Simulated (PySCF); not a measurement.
**C3H7Ge, doublet, SMILES `C=[C](C)[GeH2]`: what the electrons do**

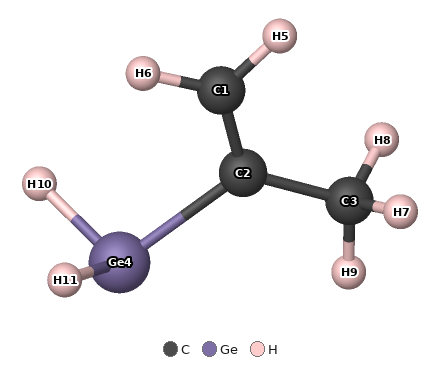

The molecule, with its atoms numbered as below. No frequency check shows the geometry to be a minimum.

Cartesian coordinates (Å):

```
C1       1.3872    1.3906    0.0001
C2       0.9964    0.1302   -0.0001
C3       1.9297   -1.0373   -0.0001
Ge4     -1.0153   -0.1351    0.0000
H5       2.4318    1.6749   -0.0003
H6       0.6739    2.2006    0.0005
H7       2.5705   -1.0139    0.8817
H8       2.5711   -1.0135   -0.8804
H9       1.3811   -1.9779   -0.0005
H10     -1.5094    0.7760   -1.1767
H11     -1.5103    0.7755    1.1759
```

Part 1: Bonding charge

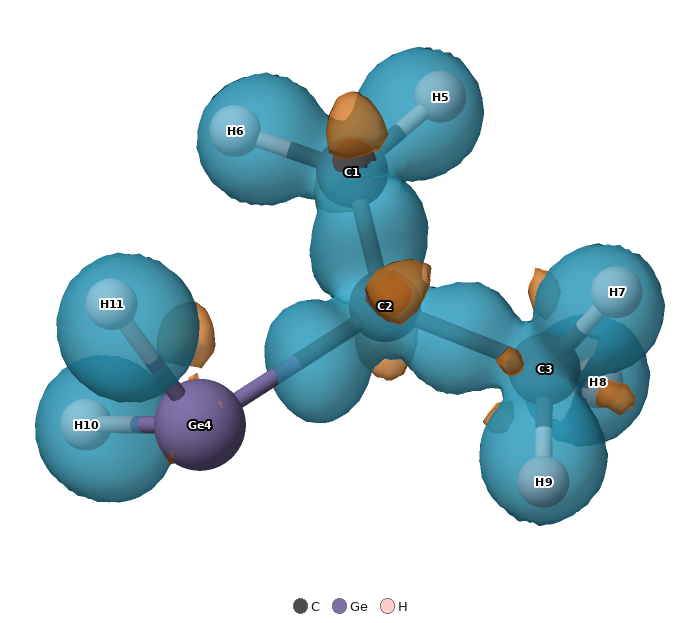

Deformation density (molecule less spherical, spin-averaged free atoms at the same positions), surfaces at ±0.09 e/Å³; light blue: gain, orange: loss.

PySCF calculation, M06-2X/def2-TZVP, gas phase; geometry: GFN2-xTB. The stability of the open-shell solution wasn't checked. GFN2-xTB doesn't know the spin state, so this open-shell geometry is rough.

**How much density has each bond gained at its critical point, relative to the free atoms?**

C1–C2: +0.79 e/Å³ at the bond critical point (bond length 1.32 Å, Mayer order 1.9). C1–H6: +0.76 e/Å³ at the bond critical point (bond length 1.08 Å, Mayer order 1.0). C1–H5: +0.74 e/Å³ at the bond critical point (bond length 1.08 Å, Mayer order 1.0). C3–H9: +0.72 e/Å³ at the bond critical point (bond length 1.09 Å, Mayer order 1.0). C3–H8 and C3–H7: +0.71 e/Å³ at the bond critical point (bond length 1.09 Å, Mayer order 1.0). C2–C3: +0.51 e/Å³ at the bond critical point (bond length 1.50 Å, Mayer order 0.9). Ge4–H11 and Ge4–H10: +0.23 e/Å³ at the bond critical point (bond length 1.57 Å, Mayer order 1.0). C2–Ge4: +0.18 e/Å³ at the bond critical point (bond length 2.03 Å, Mayer order 0.9). In all, 2.5 electrons gather in the regions of gain relative to the promolecule.

**Where do the Hirshfeld charges lie?**

The highest Hirshfeld charge is on Ge4 (+0.27 e), the lowest on C3 (−0.13 e).

Part 2: Bond critical points

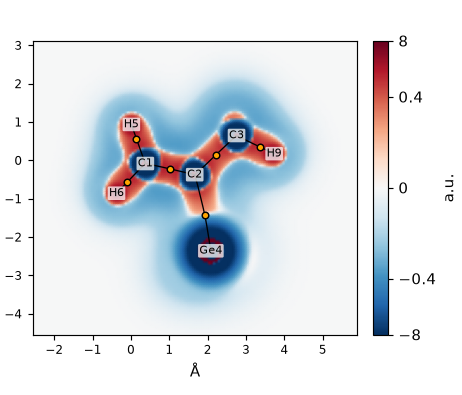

Negative Laplacian of the density (−∇²ρ) in the plane of C1, C2, C3, Ge4, H5, H6 and H9 (red positive, blue negative, colour scale in a.u., logarithmic beyond ±0.04), with bond paths and bond critical points (dots).

**At which bond critical points in this plane is charge locally concentrated, and at which depleted?**

Concentrated (∇²ρ < 0): C1–C2 (−1.11 a.u.); C1–H6 (−1.01 a.u.); C1–H5 (−0.99 a.u.); C3–H9 (−0.96 a.u.); C2–C3 (−0.67 a.u.). Depleted (∇²ρ > 0): C2–Ge4 (+0.08 a.u., H = −0.051). A positive Laplacian with clearly negative H marks a strongly polar covalent bond, whose critical point lies close to the core of the less electronegative atom.

**Where along C1–H6 does the critical point lie?**

0.69 Å from C1 and 0.39 Å from H6.

Part 3: Local ionisation energy

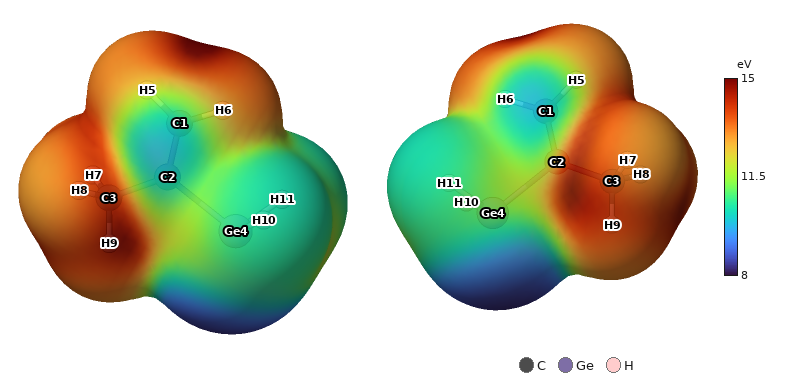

Average local ionisation energy on the surface of electron density 0.001 a.u. (back view left, front view right).

**Locate the minima of the map.**

The lowest value is 8.3 eV, 2.4 Å from Ge4. Further minima include 9.8 eV, over C1, off the plane of its three bonds (2.1 Å), and at like points elsewhere; 10.3 eV, 1.5 Å from H10, and at like points elsewhere; 12.8 eV, 1.4 Å from H7. For comparison, the highest occupied orbital lies at −7.6 eV.

**What volume does the surface enclose, and what is the dipole moment?**

About 126 Å³; the dipole moment is 1.0 D.

Part 4: Spin density

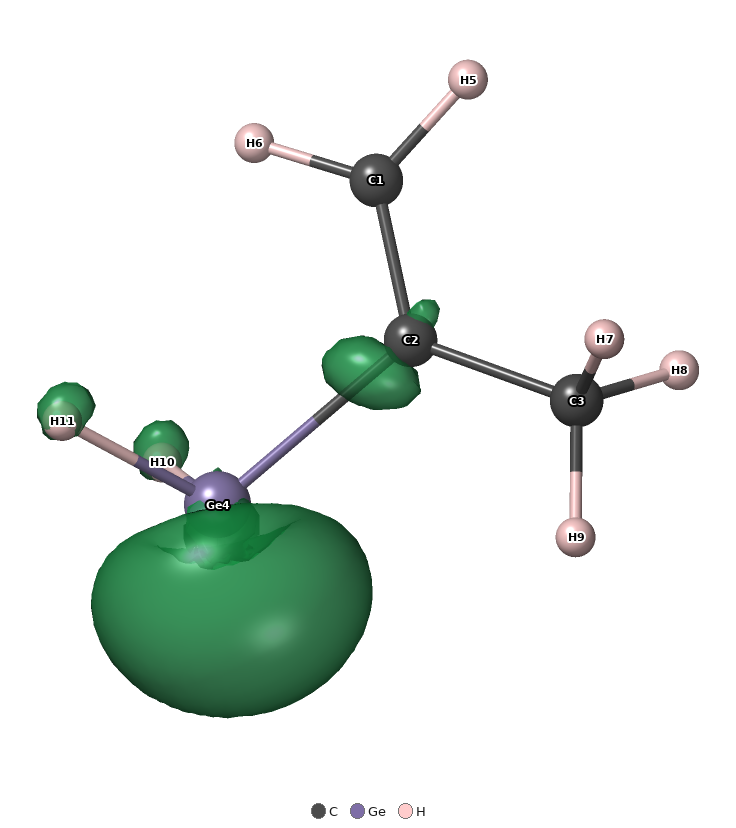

Spin density ρα − ρβ at ±0.05 e/Å³ (green: excess α, purple: excess β).

**How is the spin shared among the atoms?**

Hirshfeld spin populations: Ge4 +0.78, C2 +0.07 and H10 and H11 +0.05. ⟨S²⟩ = 0.75, as for a pure state.

Part 5: In an electric field

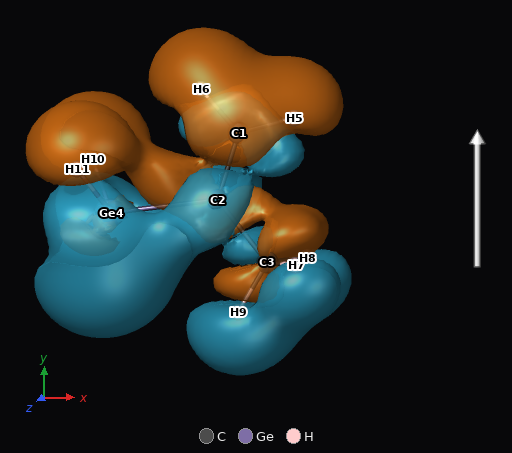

Change of the electron density in a uniform field of 0.26 V/Å along +y (arrow), surfaces at ±0.001 e/Å³ (light blue: gain, orange: loss).

Level of theory: TPSSh/def2-SVPD (PySCF), at a geometry from GFN2-xTB. The stability of the open-shell solution wasn't checked. GFN2-xTB doesn't know the spin state, so this open-shell geometry is rough.

**What dipole is induced, and what polarisability does it imply?**

The induced dipole is 0.95 D (along the field); α along this axis, from the fields in both directions, is 75 bohr³ (11.1 Å³).

**Which atoms gain and lose the most charge?**

Electrons gather most on Ge4 (Hirshfeld charge changes by −0.022 e) and leave C1 most (+0.014 e); 0.083 electrons are displaced in all.

Part 6: Removing or adding an electron

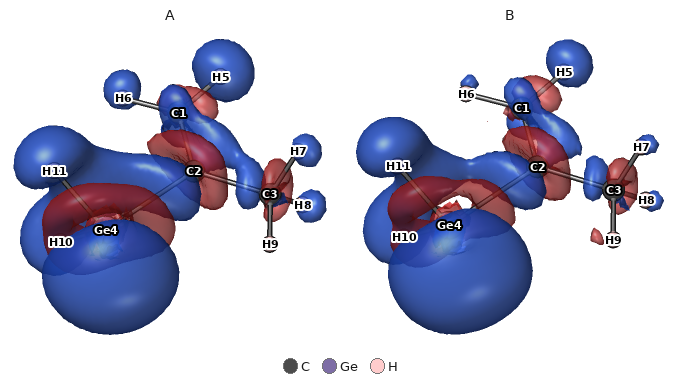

The two Fukui functions at ±0.02 e/Å³ (blue positive, red negative).

PySCF calculation, ωB97X/def2-SVPD, gas phase; geometry: GFN2-xTB. GFN2-xTB doesn't know the spin state, so this open-shell geometry is rough.

**Why do the two look alike?**

The electron leaves from or enters the same singly occupied orbital. A is f⁻, B is f⁺. f⁻ (Hirshfeld-condensed) is largest on Ge4 (0.50); the vertical ionisation energy is 8.67 eV (to the singlet cation, which needn't be its lowest state). f⁺ (Hirshfeld-condensed) is largest on Ge4 (0.55); the vertical electron affinity is 1.46 eV (to the singlet anion, which needn't be its lowest state).
